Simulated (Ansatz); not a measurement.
# Run report: C$_{3}$H$_{6}$O$_{3}$, geometry relaxation (part 1 of 2)

- system: C$_{3}$H$_{6}$O$_{3}$, SMILES COC(O)C=O
- method: RKS revPBE-D4/def2-SVP (Ansatz 0.2.0)

It belongs to a series of runs on one base structure; here: end point A relaxed. Figures and captions count atoms from 1; the log counts them from 0 in places.

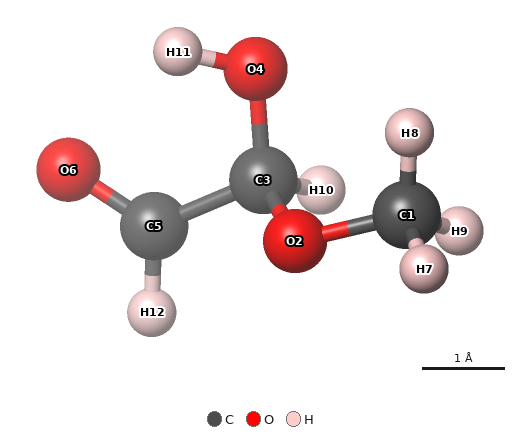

Fig. 1: The input geometry (ball-and-stick view, seen at a tilt; atoms are numbered from 1 in the order of the input). Bond lengths as drawn: C–C 1.53 Å, C–H 1.02 to 1.12 Å, C–O 1.26 to 1.44 Å and H–O 1.01 Å.

## Results in brief

| quantity | value |
| --- | --- |
| outcome | converged |
| total energy | −9339.9476 eV |
| mean-field energy | −9339.2039 eV |
| largest force (length of the vector) at the end | 0.017 eV/Å |
| hardware | 2 threads of AMD EPYC (Zen 4), 16 GiB of memory available, shared host |
| wall time | 15 s (CPU time 27 s) |
| peak memory | 0.17 GiB |

## The input
```yaml
crystal:
  periodic: [false, false, false]
  atoms:
    - { symbol: C, position_ang: [-0.8288, -1.1154, -1.2218] }
    - { symbol: O, position_ang: [-0.4574, 0.2008, -0.7673] }
    - { symbol: C, position_ang: [0.3835, 0.0967, 0.3357] }
    - { symbol: O, position_ang: [-0.1854, -0.4177, 1.4729] }
    - { symbol: C, position_ang: [0.9741, 1.4839, 0.6122] }
    - { symbol: O, position_ang: [0.8386, 2.0855, 1.7063] }
    - { symbol: H, position_ang: [-1.479, -0.9169, -2.1115] }
    - { symbol: H, position_ang: [-1.4318, -1.5704, -0.48] }
    - { symbol: H, position_ang: [-0.0125, -1.6646, -1.4803] }
    - { symbol: H, position_ang: [1.2695, -0.5507, 0.1332] }
    - { symbol: H, position_ang: [-0.5381, 0.3513, 2.0221] }
    - { symbol: H, position_ang: [1.5442, 1.9624, -0.1876] }
basis:
  gaussian: { orbitals: def2-SVP }
hamiltonian:
  xc: revpbe
  dispersion: d4
relax:
  f_tol: 0.015
  max_steps: 40
```

Launch command:
```bash
ansatz run input.yaml --threads 2 --pin off --max-ram 3072MiB --backend cpu --events-out ev --progress --plain --runs-dir out
```

## Log
```
The last accepted step is kept in [file] (removed where the run ends without a failure and the disk answers)
Engine: ansatz 0.2.0, x86_64-unknown-linux-gnu
Functional definition: revPBE
  parameter kappa = 1.245
  parameter beta = 0.06672455060314922
  exchange = pbe_x(kappa = kappa, mu = beta*pi^2/3)
  correlation = pbe_c(beta = beta)
1251 factors; their error is unknown
mean field evaluation 1: about -9330.7434 eV, gradient 6.3e1 eV
mean field evaluation 2: about -9315.7559 eV, gradient 1.1e2 eV
mean field evaluation 4: about -9338.7184 eV, gradient 8.0e0 eV
mean field evaluation 8: about -9338.8400 eV, gradient 2.6e-1 eV
mean field evaluation 16: about -9338.7817 eV, gradient 5.5e-4 eV
mean field -9338.78173260 eV, -343.1938986193 hartree, gradient 1.0e-5 eV, S^2 0.000000; 0 other end points of the search recorded, 0 dependent functions left out
the calculation of the forces begins
reference -9338.78177102 eV, -343.1939000315 hartree; 24, 24 occupied and 90, 90 virtual orbitals, 1251 factors
relax step   1: F+E_penalty+E_count = -9339.52724621 eV  Δ(F+E_penalty+E_count) = +0.000e0 eV  max|allowed force component| = 3.637e0 eV/Å  Δτ_max = 0.0000 Å  (30 SCF iters, accepted)
these checks for a lower state are left out or cut short: starts, cluster_reference, orbital_swaps, neighbouring_geometries, increment
1251 factors; their error is unknown
mean field -9339.14187617 eV, -343.2071336516 hartree, gradient 1.2e-5 eV, S^2 0.000000; 0 other end points of the search recorded, 0 dependent functions left out
the calculation of the forces begins
reference -9339.14191457 eV, -343.2071350626 hartree; 24, 24 occupied and 90, 90 virtual orbitals, 1251 factors
relax step   2: F+E_penalty+E_count = -9339.88471651 eV  Δ(F+E_penalty+E_count) = -3.575e-1 eV  max|allowed force component| = 1.390e0 eV/Å  Δτ_max = 0.0564 Å  (31 SCF iters, accepted)
these checks for a lower state are left out or cut short: starts, cluster_reference, orbital_swaps, neighbouring_geometries, increment
1251 factors; their error is unknown
mean field evaluation 32: about -9339.1922 eV, gradient 1.5e-3 eV
mean field -9339.19219368 eV, -343.2089827860 hartree, gradient 9.1e-6 eV, S^2 0.000000; 0 other end points of the search recorded, 0 dependent functions left out
the calculation of the forces begins
reference -9339.19223194 eV, -343.2089841920 hartree; 24, 24 occupied and 90, 90 virtual orbitals, 1251 factors
relax step   3: F+E_penalty+E_count = -9339.93446543 eV  Δ(F+E_penalty+E_count) = -4.975e-2 eV  max|allowed force component| = 5.012e-1 eV/Å  Δτ_max = 0.0383 Å  (32 SCF iters, accepted)
these checks for a lower state are left out or cut short: starts, cluster_reference, orbital_swaps, neighbouring_geometries, increment
1251 factors; their error is unknown
mean field -9339.18863365 eV, -343.2088519574 hartree, gradient 1.0e-5 eV, S^2 0.000000; 0 other end points of the search recorded, 0 dependent functions left out
the calculation of the forces begins
reference -9339.18867167 eV, -343.2088533545 hartree; 24, 24 occupied and 90, 90 virtual orbitals, 1251 factors
relax step   4: F+E_penalty+E_count = -9339.93077079 eV  Δ(F+E_penalty+E_count) = +3.695e-3 eV  max|allowed force component| = 4.963e-1 eV/Å  Δτ_max = 0.0647 Å  (31 SCF iters, rejected (line search))
these checks for a lower state are left out or cut short: starts, cluster_reference, orbital_swaps, neighbouring_geometries, increment
1251 factors; their error is unknown
mean field -9339.20315533 eV, -343.2093856190 hartree, gradient 2.2e-5 eV, S^2 0.000000; 0 other end points of the search recorded, 0 dependent functions left out
the calculation of the forces begins
reference -9339.20319344 eV, -343.2093870196 hartree; 24, 24 occupied and 90, 90 virtual orbitals, 1251 factors
relax step   5: F+E_penalty+E_count = -9339.94566182 eV  Δ(F+E_penalty+E_count) = -1.120e-2 eV  max|allowed force component| = 1.172e-1 eV/Å  Δτ_max = 0.0315 Å  (30 SCF iters, accepted)
these checks for a lower state are left out or cut short: starts, cluster_reference, orbital_swaps, neighbouring_geometries, increment
1251 factors; their error is unknown
mean field -9339.20374997 eV, -343.2094074716 hartree, gradient 8.1e-6 eV, S^2 0.000000; 0 other end points of the search recorded, 0 dependent functions left out
the calculation of the forces begins
reference -9339.20378803 eV, -343.2094088704 hartree; 24, 24 occupied and 90, 90 virtual orbitals, 1251 factors
relax step   6: F+E_penalty+E_count = -9339.94660334 eV  Δ(F+E_penalty+E_count) = -9.415e-4 eV  max|allowed force component| = 6.024e-2 eV/Å  Δτ_max = 0.0131 Å  (32 SCF iters, accepted)
these checks for a lower state are left out or cut short: starts, cluster_reference, orbital_swaps, neighbouring_geometries, increment
1251 factors; their error is unknown
mean field -9339.20399908 eV, -343.2094166263 hartree, gradient 8.2e-6 eV, S^2 0.000000; 0 other end points of the search recorded, 0 dependent functions left out
the calculation of the forces begins
reference -9339.20403710 eV, -343.2094180235 hartree; 24, 24 occupied and 90, 90 virtual orbitals, 1251 factors
relax step   7: F+E_penalty+E_count = -9339.94720888 eV  Δ(F+E_penalty+E_count) = -6.055e-4 eV  max|allowed force component| = 3.674e-2 eV/Å  Δτ_max = 0.0187 Å  (32 SCF iters, accepted)
these checks for a lower state are left out or cut short: starts, cluster_reference, orbital_swaps, neighbouring_geometries, increment
1251 factors; their error is unknown
mean field evaluation 64: about -9339.2653 eV, gradient 1.3e-3 eV
mean field -9339.20397835 eV, -343.2094158647 hartree, gradient 8.1e-6 eV, S^2 0.000000; 0 other end points of the search recorded, 0 dependent functions left out
the calculation of the forces begins
reference -9339.20401637 eV, -343.2094172616 hartree; 24, 24 occupied and 90, 90 virtual orbitals, 1251 factors
relax step   8: F+E_penalty+E_count = -9339.94735783 eV  Δ(F+E_penalty+E_count) = -1.489e-4 eV  max|allowed force component| = 2.575e-2 eV/Å  Δτ_max = 0.0092 Å  (33 SCF iters, accepted)
these checks for a lower state are left out or cut short: starts, cluster_reference, orbital_swaps, neighbouring_geometries, increment
1251 factors; their error is unknown
mean field -9339.20393297 eV, -343.2094141969 hartree, gradient 8.1e-6 eV, S^2 0.000000; 0 other end points of the search recorded, 0 dependent functions left out
the calculation of the forces begins
reference -9339.20397098 eV, -343.2094155936 hartree; 24, 24 occupied and 90, 90 virtual orbitals, 1251 factors
relax step   9: F+E_penalty+E_count = -9339.94747461 eV  Δ(F+E_penalty+E_count) = -1.168e-4 eV  max|allowed force component| = 2.374e-2 eV/Å  Δτ_max = 0.0119 Å  (33 SCF iters, accepted)
these checks for a lower state are left out or cut short: starts, cluster_reference, orbital_swaps, neighbouring_geometries, increment
1251 factors; their error is unknown
mean field -9339.20387536 eV, -343.2094120798 hartree, gradient 8.2e-6 eV, S^2 0.000000; 0 other end points of the search recorded, 0 dependent functions left out
the calculation of the forces begins
reference -9339.20391336 eV, -343.2094134764 hartree; 24, 24 occupied and 90, 90 virtual orbitals, 1251 factors
relax step  10: F+E_penalty+E_count = -9339.94751605 eV  Δ(F+E_penalty+E_count) = -4.144e-5 eV  max|allowed force component| = 1.318e-2 eV/Å  Δτ_max = 0.0055 Å  (33 SCF iters, accepted)
1251 factors; their error is unknown
mean field evaluation 96: about -9339.2039 eV, gradient 8.4e-2 eV
```

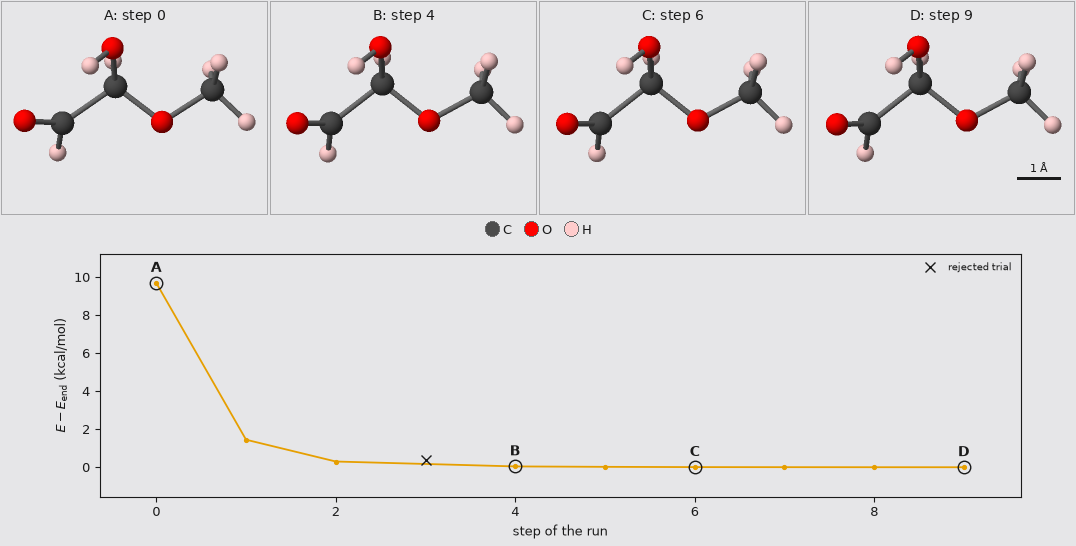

Fig. 2: Frames of the relaxation (ball-and-stick view, seen at a tilt) above the curves, on which the letters mark them (the first geometry is step 0 here and step 1 in the log).

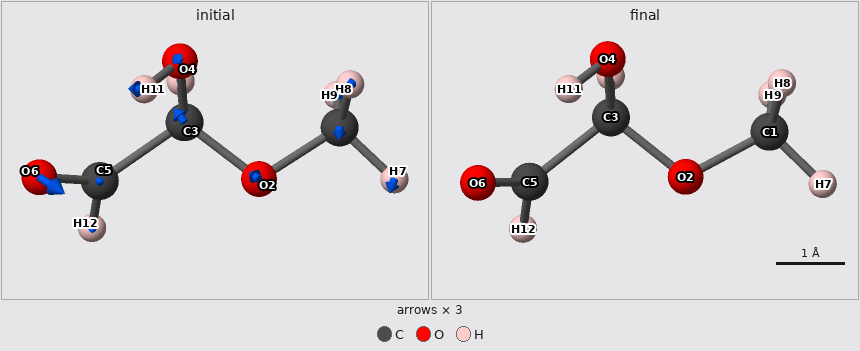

Fig. 3: Before (left) and after (right) the relaxation, at one scale (ball-and-stick view, seen at a tilt). The blue arrows give the displacements, magnified 3 times. After 9 geometry steps the energy has fallen by 9.69 kcal/mol. The largest force component goes from 3.6 to 0.013 eV/Å. The line search rejected the trial step at point 3 (counted from 0) and went back. O6 moves most after the best rigid fit: 0.18 Å. Largest moves by element: O 0.18 Å, H 0.10 Å, C 0.09 Å. Distances before and after: C1–H9 1.017 → 1.116 Å, C1–H8 1.059 → 1.112 Å, C5–O6 1.256 → 1.216 Å, C5–H12 1.093 → 1.126 Å. Among the angles that change: C5–C3–H10 104.6° → 110.4°, H8–C1–H9 113.8° → 108.5°, O2–C3–C5 108.0° → 103.2°. (Atoms are counted from 1 in the order of the input.)

```
mean field -9339.20387536 eV, -343.2094120798 hartree, gradient 1.4e-5 eV, S^2 0.000000; 1 other end points of the search recorded, 0 dependent functions left out
the calculation of the forces begins
reference -9339.20391336 eV, -343.2094134764 hartree; 24, 24 occupied and 90, 90 virtual orbitals, 1251 factors
Total energy: -9339.94755405 eV, -343.2367417676 hartree
Atom 0 at    -0.860084    -1.057392    -1.239490 Å, force    -0.002607     0.010141     0.003412 eV/Å
Atom 1 at    -0.382823     0.191506    -0.749285 Å, force    -0.003280    -0.003665    -0.000922 eV/Å
Atom 2 at     0.448315     0.061934     0.391623 Å, force     0.002537     0.001546    -0.009367 eV/Å
Atom 3 at    -0.187753    -0.420125     1.530577 Å, force     0.001571     0.002547     0.007928 eV/Å
Atom 4 at     0.954806     1.499094     0.624022 Å, force     0.004561    -0.009696    -0.008636 eV/Å
Atom 5 at     0.672904     2.103546     1.641175 Å, force    -0.003630     0.010760     0.013178 eV/Å
```
